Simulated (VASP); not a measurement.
Energy against volume of Cs (bcc). Computed with PW91 GGA, VASP's PBE PAW potentials (set 64) (plane waves; VASP).

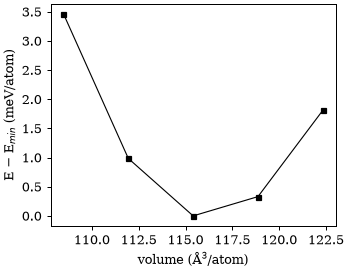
*Energy against volume*

Question: Estimate the equilibrium volume and the bulk modulus.

Answer: The minimum lies near 116.2 Å³/atom, and the curvature gives B0 of about 2.0 GPa.

Measured: bulk modulus 2.1 GPa at 0 K (computed value off by -6.2 %), as given by H. Levämäki et al., Physical Review B (2014), arXiv:1402.3671 [corrected for temperature and zero-point phonon effects]; a 6.039 Å at 0 K (computed value off by +1.8 %), as given by Gábor I. Csonka et al., Physical Review B (2009), arXiv:0903.4037 [low-temperature or extrapolated to 0 K; zero-point anharmonic expansion removed].

The compound is Cs in the bcc structure. It was relaxed first.
